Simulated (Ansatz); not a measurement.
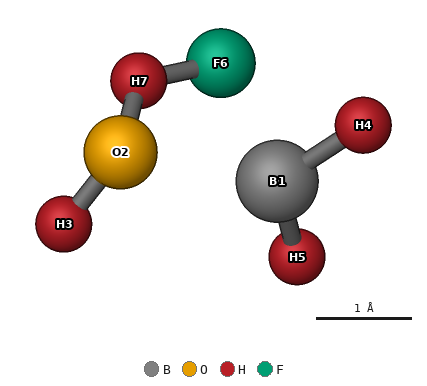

Figure 1. The structure as given in the input (ball-and-stick view, seen on its broad side; atoms are numbered from 1 in the order of the input). Bond lengths as drawn: B–H 1.19 Å, F–H 1.07 Å and H–O 1.01 to 1.11 Å.

**Geometry relaxation, with input and output: BH4OF**

- system: BH4OF
- method: RKS PBE-D4/def2-SVP (Ansatz 0.2.0)

The input holds or restrains some coordinates. Forces given for the steps count only the free coordinates. It belongs to a series of runs on one base structure; here: pulled along the bonds that form and break, towards end B. Figures and captions count atoms from 1; the log counts them from 0 in places.

## Output
```
The last accepted step is kept in [file] (removed where the run ends without a failure and the disk answers)
Engine: ansatz 0.2.0, aarch64-unknown-linux-gnu
Functional definition: PBE
  parameter kappa = 0.804
  parameter beta = 0.06672455060314922
  exchange = pbe_x(kappa = kappa, mu = beta*pi^2/3)
  correlation = pbe_c(beta = beta)
677 factors; their error is unknown
mean field evaluation 1: about -5490.0357 eV, gradient 4.8e1 eV
mean field evaluation 2: about -5479.5002 eV, gradient 8.9e1 eV
mean field evaluation 4: about -5494.1568 eV, gradient 4.5e0 eV
mean field evaluation 8: about -5494.1665 eV, gradient 1.4e-1 eV
mean field -5494.16657034 eV, -201.9068973801 hartree, gradient 3.5e-5 eV, S^2 0.000000; 0 other end points of the search recorded, 0 dependent functions left out
the calculation of the forces begins
reference -5494.16659849 eV, -201.9068984146 hartree; 13, 13 occupied and 49, 49 virtual orbitals, 677 factors
relax step   1: F+E_penalty+E_count = -5494.22961284 eV  Δ(F+E_penalty+E_count) = +0.000e0 eV  max|allowed force component| = 4.738e0 eV/Å  E_restraint = 28.94638230 eV  max|allowed force component, restraints' pulls added| = 3.539e1 eV/Å  Δτ_max = 0.0000 Å  (24 SCF iters, accepted)
  distance B 0 - F 5 = 1.6200 Å
  distance H 6 - O 1 = 1.1078 Å
  distance B 0 - O 1 = 1.7600 Å
  distance H 6 - F 5 = 1.0675 Å
these checks for a lower state are left out or cut short: starts, cluster_reference, orbital_swaps, neighbouring_geometries, increment
677 factors; their error is unknown
mean field evaluation 16: about -5493.5683 eV, gradient 2.0e1 eV
mean field -5494.97777170 eV, -201.9367084804 hartree, gradient 1.9e-5 eV, S^2 0.000000; 0 other end points of the search recorded, 0 dependent functions left out
the calculation of the forces begins
reference -5494.97779935 eV, -201.9367094962 hartree; 13, 13 occupied and 49, 49 virtual orbitals, 677 factors
relax step   2: F+E_penalty+E_count = -5495.03923770 eV  Δ(F+E_penalty+E_count) = -8.096e-1 eV  max|allowed force component| = 3.590e0 eV/Å  E_restraint = 12.42401103 eV  max|allowed force component, restraints' pulls added| = 2.205e1 eV/Å  Δτ_max = 0.1900 Å  (31 SCF iters, accepted)
  distance B 0 - F 5 = 1.5180 Å
  distance H 6 - O 1 = 1.0792 Å
  distance B 0 - O 1 = 2.0791 Å
  distance H 6 - F 5 = 1.4112 Å
these checks for a lower state are left out or cut short: starts, cluster_reference, orbital_swaps, neighbouring_geometries, increment
677 factors; their error is unknown
mean field -5495.54187455 eV, -201.9574388776 hartree, gradient 2.0e-5 eV, S^2 0.000000; 0 other end points of the search recorded, 0 dependent functions left out
the calculation of the forces begins
reference -5495.54190246 eV, -201.9574399032 hartree; 13, 13 occupied and 49, 49 virtual orbitals, 677 factors
relax step   3: F+E_penalty+E_count = -5495.60206637 eV  Δ(F+E_penalty+E_count) = -5.628e-1 eV  max|allowed force component| = 2.422e0 eV/Å  E_restraint = 2.95232510 eV  max|allowed force component, restraints' pulls added| = 1.060e1 eV/Å  Δτ_max = 0.1948 Å  (30 SCF iters, accepted)
  distance B 0 - F 5 = 1.3929 Å
  distance H 6 - O 1 = 0.9995 Å
  distance B 0 - O 1 = 2.3520 Å
  distance H 6 - F 5 = 1.7666 Å
these checks for a lower state are left out or cut short: starts, cluster_reference, orbital_swaps, neighbouring_geometries, increment
677 factors; their error is unknown
mean field evaluation 32: about -5495.4317 eV, gradient 1.0e1 eV
mean field -5495.74260365 eV, -201.9648155360 hartree, gradient 2.5e-5 eV, S^2 0.000000; 0 other end points of the search recorded, 0 dependent functions left out
the calculation of the forces begins
reference -5495.74263274 eV, -201.9648166049 hartree; 13, 13 occupied and 49, 49 virtual orbitals, 677 factors
relax step   4: F+E_penalty+E_count = -5495.80134180 eV  Δ(F+E_penalty+E_count) = -1.993e-1 eV  max|allowed force component| = 1.625e0 eV/Å  E_restraint = 0.05115531 eV  max|allowed force component, restraints' pulls added| = 2.282e0 eV/Å  Δτ_max = 0.1945 Å  (30 SCF iters, accepted)
  distance B 0 - F 5 = 1.3134 Å
  distance H 6 - O 1 = 0.9791 Å
  distance B 0 - O 1 = 2.5892 Å
  distance H 6 - F 5 = 2.0755 Å
these checks for a lower state are left out or cut short: starts, cluster_reference, orbital_swaps, neighbouring_geometries, increment
677 factors; their error is unknown
mean field -5495.66546120 eV, -201.9619806031 hartree, gradient 2.1e-5 eV, S^2 0.000000; 0 other end points of the search recorded, 0 dependent functions left out
the calculation of the forces begins
reference -5495.66548982 eV, -201.9619816551 hartree; 13, 13 occupied and 49, 49 virtual orbitals, 677 factors
relax step   5: F+E_penalty+E_count = -5495.72279904 eV  Δ(F+E_penalty+E_count) = +7.854e-2 eV  max|allowed force component| = 9.631e-1 eV/Å  E_restraint = 0.01239507 eV  max|allowed force component, restraints' pulls added| = 1.013e0 eV/Å  Δτ_max = 0.2000 Å  (32 SCF iters, rejected (line search))
  distance B 0 - F 5 = 1.3454 Å
  distance H 6 - O 1 = 0.9999 Å
  distance B 0 - O 1 = 2.6014 Å
  distance H 6 - F 5 = 2.1221 Å
these checks for a lower state are left out or cut short: starts, cluster_reference, orbital_swaps, neighbouring_geometries, increment
677 factors; their error is unknown
mean field -5495.78601606 eV, -201.9664109127 hartree, gradient 2.1e-5 eV, S^2 0.000000; 0 other end points of the search recorded, 0 dependent functions left out
the calculation of the forces begins
reference -5495.78604516 eV, -201.9664119820 hartree; 13, 13 occupied and 49, 49 virtual orbitals, 677 factors
relax step   6: F+E_penalty+E_count = -5495.84450555 eV  Δ(F+E_penalty+E_count) = -4.316e-2 eV  max|allowed force component| = 7.783e-1 eV/Å  E_restraint = 0.01026792 eV  max|allowed force component, restraints' pulls added| = 5.478e-1 eV/Å  Δτ_max = 0.1000 Å  (25 SCF iters, accepted)
  distance B 0 - F 5 = 1.3304 Å
  distance H 6 - O 1 = 0.9936 Å
  distance B 0 - O 1 = 2.5935 Å
  distance H 6 - F 5 = 2.1141 Å
these checks for a lower state are left out or cut short: starts, cluster_reference, orbital_swaps, neighbouring_geometries, increment
677 factors; their error is unknown
mean field -5495.79422975 eV, -201.9667127603 hartree, gradient 1.9e-5 eV, S^2 0.000000; 0 other end points of the search recorded, 0 dependent functions left out
the calculation of the forces begins
reference -5495.79425884 eV, -201.9667138292 hartree; 13, 13 occupied and 49, 49 virtual orbitals, 677 factors
relax step   7: F+E_penalty+E_count = -5495.85256035 eV  Δ(F+E_penalty+E_count) = -8.055e-3 eV  max|allowed force component| = 6.243e-1 eV/Å  E_restraint = 0.01062660 eV  max|allowed force component, restraints' pulls added| = 1.811e-1 eV/Å  Δτ_max = 0.0927 Å  (26 SCF iters, accepted)
  distance B 0 - F 5 = 1.3349 Å
  distance H 6 - O 1 = 0.9913 Å
  distance B 0 - O 1 = 2.5986 Å
  distance H 6 - F 5 = 2.1229 Å
these checks for a lower state are left out or cut short: starts, cluster_reference, orbital_swaps, neighbouring_geometries, increment
677 factors; their error is unknown
mean field evaluation 64: about -5495.7984 eV, gradient 6.2e-2 eV
mean field -5495.79841481 eV, -201.9668665583 hartree, gradient 1.7e-5 eV, S^2 0.000000; 0 other end points of the search recorded, 0 dependent functions left out
the calculation of the forces begins
reference -5495.79844394 eV, -201.9668676289 hartree; 13, 13 occupied and 49, 49 virtual orbitals, 677 factors
relax step   8: F+E_penalty+E_count = -5495.85670311 eV  Δ(F+E_penalty+E_count) = -4.143e-3 eV  max|allowed force component| = 6.159e-1 eV/Å  E_restraint = 0.01141042 eV  max|allowed force component, restraints' pulls added| = 2.689e-2 eV/Å  Δτ_max = 0.0493 Å  (26 SCF iters, accepted)
```

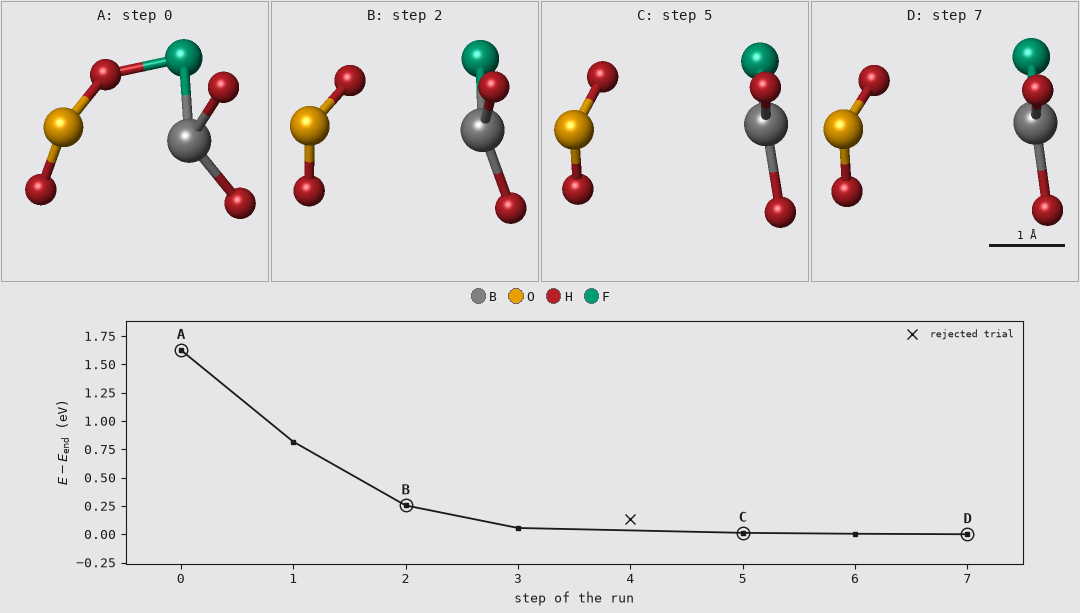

Figure 2. Frames of the restrained relaxation (ball-and-stick view, seen at a tilt) above the curves, on which the letters mark them (the first geometry is step 0 here and step 1 in the log).

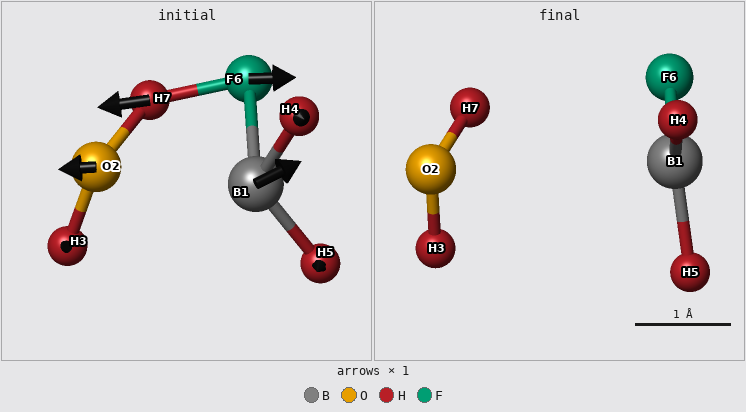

Figure 3. Before (left) and after (right) the restrained relaxation, at one scale (ball-and-stick view, seen at a tilt). The black arrows give the displacements, at true length. After 7 geometry steps the energy has fallen by 1.627 eV. The largest force component goes from 4.7 to 0.62 eV/Å. The line search rejected the trial step at point 4 (counted from 0) and went back. The largest moves after the best rigid fit, 0.56 Å, are those of B1 and H7. By element the largest moves are H 0.56 Å, B 0.56 Å, F 0.50 Å, O 0.40 Å. Among the contacts that change: F6–H7 1.068 → 2.125 Å, B1–F6 1.620 → 1.335 Å, O2–H7 1.108 → 0.991 Å, O2–H3 1.010 → 0.977 Å. Bonds break: F6–H7 (1.07 → 2.12 Å). Among the angles that change: H4–B1–F6 96.8° → 117.9°, H5–B1–F6 101.3° → 117.0°, H3–O2–H7 113.4° → 102.1°. (Atoms are counted from 1 in the order of the input.)

```
  distance B 0 - F 5 = 1.3351 Å
  distance H 6 - O 1 = 0.9912 Å
  distance B 0 - O 1 = 2.5974 Å
  distance H 6 - F 5 = 2.1246 Å
677 factors; their error is unknown
mean field -5495.79841481 eV, -201.9668665583 hartree, gradient 1.7e-5 eV, S^2 0.000000; 1 other end points of the search recorded, 0 dependent functions left out
the calculation of the forces begins
reference -5495.79844394 eV, -201.9668676289 hartree; 13, 13 occupied and 49, 49 virtual orbitals, 677 factors
Total energy: -5495.85673224 eV, -201.9690096844 hartree
Atom 0 at     0.040192     0.388549    -0.398733 Å, force     0.015484    -0.490387     0.207324 eV/Å
Atom 1 at    -0.002771    -0.096899     2.152568 Å, force     0.019676     0.615895    -0.458958 eV/Å
Atom 2 at    -0.965227    -0.264067     2.162258 Å, force     0.000538    -0.006471     0.022851 eV/Å
Atom 3 at     1.101105    -0.124876    -0.697579 Å, force    -0.009664     0.006906     0.013211 eV/Å
Atom 4 at    -1.051309    -0.117991    -0.590066 Å, force    -0.017606    -0.010180    -0.005441 eV/Å
Atom 5 at     0.055460     1.655947     0.020648 Å, force     0.010967     0.484919     0.006347 eV/Å
Atom 6 at     0.036149     0.881536     1.999005 Å, force    -0.019396    -0.600683     0.214666 eV/Å
Dipole moment:    -0.300442     0.108532     0.113752 e Å
```

## Trajectory as extended XYZ (Å, eV, eV/Å), 8 frames, from step=1 to step=8
```
7
Properties=species:S:1:pos:R:3:forces:R:3 step=1 energy=-5494.22961
B     0.0000    0.0000    0.0000    0.1374   3.1068   2.1926
O     0.0000    0.0000    1.7600   -1.3699  -4.7375   0.5983
H    -0.9095   -0.2814    2.0971    1.3417   0.3353  -0.4480
H     1.0305    0.0000   -0.5950    0.7276  -1.2677   0.1429
H    -1.0305    0.0000   -0.5950   -0.7890  -0.9905   0.1599
F     0.0726    1.5356    0.5108    0.2136   3.7372  -4.1758
H     0.0505    1.0680    1.4702   -0.2613  -0.1836   1.5301
7
Properties=species:S:1:pos:R:3:forces:R:3 step=2 energy=-5495.03924
B     0.0062    0.1237   -0.1258    0.3755   3.5898   1.2877
O     0.0066   -0.0286    1.9478    0.0858   0.3976  -1.5132
H    -0.9242   -0.2963    2.1183    0.2094   0.4225   0.0269
H     1.0650   -0.0261   -0.6160    0.8136  -1.3168  -0.0183
H    -1.0614   -0.0187   -0.6130   -0.8152  -1.0052   0.1784
F     0.0779    1.5716    0.3243   -0.1962  -0.3459  -0.8803
H     0.0436    0.9966    1.6126   -0.4729  -1.7421   0.9187
7
Properties=species:S:1:pos:R:3:forces:R:3 step=3 energy=-5495.60207
B     0.0139    0.2463   -0.2580    0.1987   2.4218   0.4139
O     0.0167   -0.0411    2.0765    0.0598   0.2132  -0.7934
H    -0.9295   -0.2880    2.1210    0.0636   0.2500   0.0803
H     1.0857   -0.0500   -0.6207    0.8418  -1.2528  -0.1788
H    -1.0795   -0.0375   -0.6118   -0.6610  -0.8847   0.0974
F     0.0746    1.5763    0.1514   -0.2658  -0.0328  -0.1244
H     0.0316    0.9163    1.7896   -0.2371  -0.7147   0.5049
7
Properties=species:S:1:pos:R:3:forces:R:3 step=4 energy=-5495.80134
B     0.0222    0.3736   -0.4047    0.1117  -1.1284   0.2430
O     0.0199   -0.0769    2.1450   -0.1310   0.0150  -0.3247
H    -0.9362   -0.2830    2.1245    0.0721   0.0145   0.0655
H     1.1187   -0.1108   -0.6174   -0.2132  -0.2934  -0.2426
H    -1.1013   -0.0809   -0.5921    0.2442  -0.1461  -0.1326
F     0.0621    1.6141    0.0247   -0.0938   1.6254   0.2404
H     0.0282    0.8861    1.9680    0.0101  -0.0869   0.1509
7
Properties=species:S:1:pos:R:3:forces:R:3 step=5 energy=-5495.72280 accepted=F
B     0.0584    0.4340   -0.3415   -0.1245  -0.4322  -0.9124
O    -0.0102   -0.1195    2.1995   -0.0609   0.9631  -0.8616
H    -0.9636   -0.3105    2.3207    0.1167   0.0455  -0.0898
H     1.0691   -0.1430   -0.6941    0.2535   0.1782   0.4020
H    -1.0068   -0.1009   -0.6080   -0.1759   0.2061   0.4034
F     0.0877    1.7503   -0.0644    0.0074  -0.2389   0.3375
H    -0.0210    0.8119    1.8358   -0.0162  -0.7218   0.7209
7
Properties=species:S:1:pos:R:3:forces:R:3 step=6 energy=-5495.84451
B     0.0272    0.3775   -0.4087    0.0097  -0.6378   0.2755
O    -0.0057   -0.1164    2.1372   -0.1719   0.6526  -0.4077
H    -0.9839   -0.2039    2.1628    0.2640   0.0307   0.0197
H     1.1241   -0.0977   -0.6507   -0.1510  -0.0552  -0.0708
H    -1.0635   -0.1289   -0.6373    0.1588  -0.0532  -0.0496
F     0.0038    1.6301    0.0391   -0.0045   0.7783   0.0333
H     0.1116    0.8615    2.0056   -0.1050  -0.7156   0.1996
7
Properties=species:S:1:pos:R:3:forces:R:3 step=7 energy=-5495.85256
B     0.0498    0.3882   -0.3996   -0.1926  -0.5276   0.2539
O    -0.0240   -0.1072    2.1503    0.1747   0.6243  -0.4347
H    -0.9905   -0.2391    2.1546   -0.0572   0.0072   0.0046
H     1.1103   -0.1007   -0.7294    0.0312  -0.0363  -0.0016
H    -1.0438   -0.1418   -0.5476    0.1128   0.0500  -0.0502
F     0.0549    1.6542    0.0237    0.0128   0.4977   0.0025
H     0.0570    0.8687    1.9960   -0.0816  -0.6154   0.2255
7
Properties=species:S:1:pos:R:3:forces:R:3 step=8 energy=-5495.85670
B     0.0402    0.3885   -0.3987    0.0155  -0.4904   0.2073
O    -0.0028   -0.0969    2.1526    0.0197   0.6159  -0.4590
H    -0.9652   -0.2641    2.1623    0.0005  -0.0065   0.0229
H     1.1011   -0.1249   -0.6976   -0.0097   0.0069   0.0132
H    -1.0513   -0.1180   -0.5901   -0.0176  -0.0102  -0.0054
F     0.0555    1.6559    0.0206    0.0110   0.4849   0.0063
H     0.0361    0.8815    1.9990   -0.0194  -0.6007   0.2147
```

The run was set up as follows.

## Input file
```yaml
crystal:
  periodic: [false, false, false]
  atoms:
    - { symbol: B, position_ang: [0.0, 0.0, 0.0] }
    - { symbol: O, position_ang: [0.0, 0.0, 1.76] }
    - { symbol: H, position_ang: [-0.9095, -0.2814, 2.0971] }
    - { symbol: H, position_ang: [1.0305, 0.0, -0.595] }
    - { symbol: H, position_ang: [-1.0305, 0.0, -0.595] }
    - { symbol: F, position_ang: [0.0726, 1.5356, 0.5108] }
    - { symbol: H, position_ang: [0.0505, 1.068, 1.4702] }
basis:
  gaussian: { orbitals: def2-SVP }
hamiltonian:
  xc: pbe
  dispersion: d4
relax:
  f_tol: 0.15
  max_steps: 25
  restrain:
    - { distance: [0, 5], at: 1.32, k: 30.0 }
    - { distance: [6, 1], at: 1.01, k: 30.0 }
    - { distance: [0, 1], at: 2.61, k: 30.0 }
    - { distance: [6, 5], at: 2.12, k: 30.0 }
```

Launched with:
```bash
ansatz run input.yaml --threads 1 --pin off --max-ram 2048MiB --backend cpu --events-out ev --progress --plain --runs-dir out
```

## Results in brief

| quantity | value |
| --- | --- |
| outcome | converged under the restraints of the input |
| total energy | −5495.8567 eV |
| mean-field energy | −5495.7984 eV |
| largest force (length of the vector) at the end, held atoms and coordinates included | 0.768 eV/Å |
| hardware | 1 thread of Arm Neoverse V2, 24 GiB of memory available, shared host |
| wall time | 11 s |
| peak memory | 0.12 GiB |
